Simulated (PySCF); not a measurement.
C5H11BO

```xyz
18

B    -1.9247    1.6864    0.4141
C    -1.2383    0.3912   -0.1532
C    -1.8494   -0.9353    0.3203
C     0.2848    0.3419    0.0009
O     0.7948   -0.6762   -0.8442
C     2.1183   -0.9334   -0.7905
C     3.0497   -0.3491   -0.0526
H    -3.0717    1.6773    0.6343
H    -1.3086    2.6663    0.5748
H    -1.4264    0.4553   -1.2375
H    -1.3734   -1.7721   -0.1857
H    -1.7042   -1.0539    1.3922
H    -2.9160   -0.9617    0.1139
H     0.5500    0.1230    1.0440
H     0.7329    1.3050   -0.2765
H     2.3572   -1.7379   -1.4746
H     2.8467    0.4558    0.6300
H     4.0698   -0.6764   -0.1215
```

Geometry: GFN2-xTB.

These are results of PBE0/pcSseg-1, SCF density, gas phase, non-relativistic (PySCF 2.14.0), not measurements.

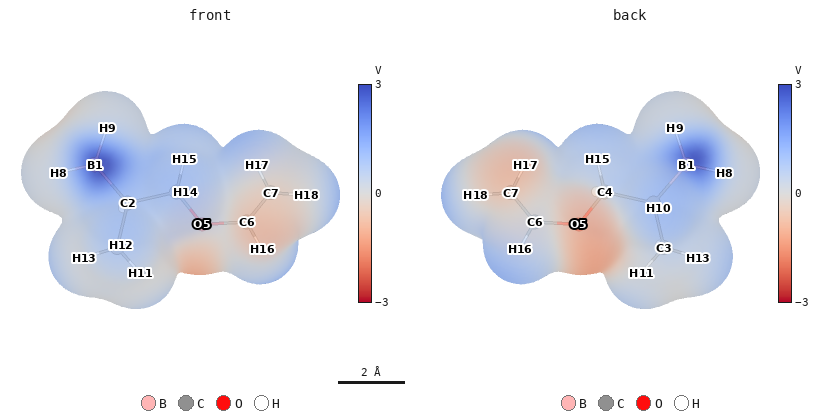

Figure 1. The electrostatic potential painted on the density surface at 0.004 e/bohr³, seen from the front and from behind; red is negative and blue positive.

**Which sites attract a positive test charge, and which a negative one?**

A positive charge is drawn to the negative regions and a negative charge to the positive ones. The most negative region (about −1.3 V, or −30 kcal/mol for a unit charge) lies over O5, the most positive (about +2.8 V, or +65 kcal/mol for a unit charge) over B1. O5 is the likeliest acceptor of a hydrogen bond.

**How polar is the molecule by this calculation?**

Its dipole moment is 0.46 D.

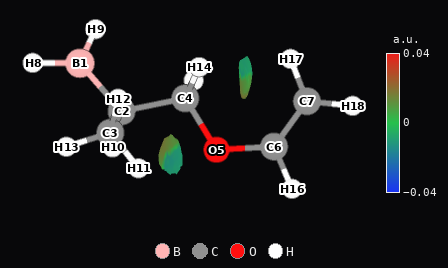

Figure 2. Non-covalent interaction (NCI) plot: the surface where the reduced density gradient is 0.6, for densities under 0.05 a.u., coloured by sign(λ₂)ρ; seen at an oblique angle.

**What holds or crowds the atoms apart from the covalent bonds?**

Between H11 and C3 on one side and O5 and C4 on the other: a weak contact, attractive (blue-green) on one side and crowded (olive to red) on the other; between C4 and H14 on one side and C7 and H17 on the other: a weak contact, attractive (blue-green) on one side and crowded (olive to red) on the other.

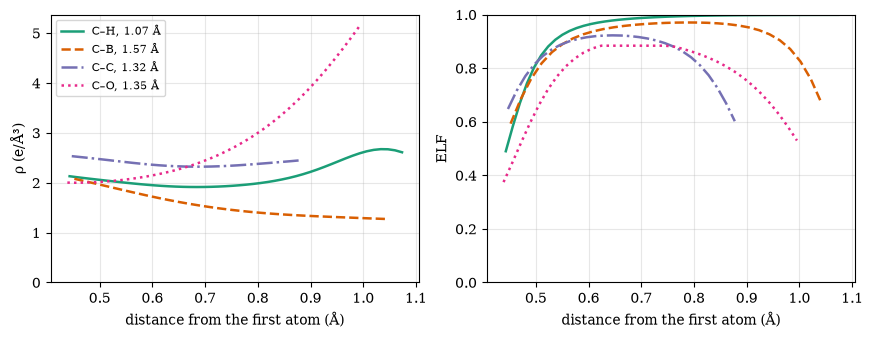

Figure 3. Total electron density and ELF along straight lines between neighbouring atoms. The curves leave out the atomic cores.

**What can be read from the curves?**

C–H (1.07 Å): ρ is about 2 e/Å³ halfway; the ELF climbs to about 1 towards the hydrogen, as it does in any bond to H: an ordinary covalent bond to hydrogen.
C–B (1.57 Å): ρ at the midpoint is about 1.4 e/Å³; the ELF peaks at about 1 between the atoms; localised, covalent bonding.
C–C (1.32 Å): the density is about 2.3 e/Å³ at the midpoint; the ELF peaks at about 0.90 between the atoms: a multiple bond.
C–O (1.35 Å): ρ is about 2.4 e/Å³ halfway, with its minimum of 2 e/Å³ about 0.5 Å from C; the ELF peaks at about 0.90 between the atoms: a polar covalent bond.
